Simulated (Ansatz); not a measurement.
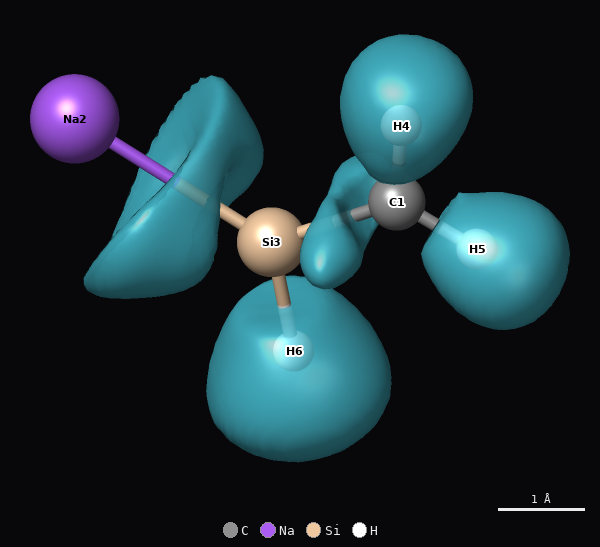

The picture shows: CH$_{3}$NaSi (SMILES C=[SiH][Na]). Isosurface of the ELF at 0.85 (cyan), seen at a tilt. Only the valence region is drawn (cores and ρ < 0.01 e/Å³ removed).

Geometry: B3LYP-D4/def2-TZVP.

All numbers below come from isolated molecule in a Gaussian basis; Kohn-Sham density functional theory, functional PBE0 in Ansatz 0.2.0.

```xyz
6

C     0.1706   -1.2192    0.2648
Na    0.6245    2.1618   -1.6852
Si   -0.5880    0.2887   -0.1324
H     1.1632   -1.4746   -0.0930
H    -0.2855   -1.9879    0.8814
H    -1.9483    0.3376    0.5116
```

Q: Where are the electrons localised?

A: At this value the surface marks out one region between bonded C–Si atoms (shared pairs), three regions around hydrogen nuclei and one lobe of the valence shell of Si pointing towards Na (polar bonds). Profiles from the grid: C–Si (1.73 Å): the ELF peaks at about 0.90 between the atoms: localised, covalent bonding. Na–Si (2.72 Å): the ELF peaks at about 1 in the valence shell of Si, 1.2 Å from its nucleus, and is about 0.90 at the midpoint.
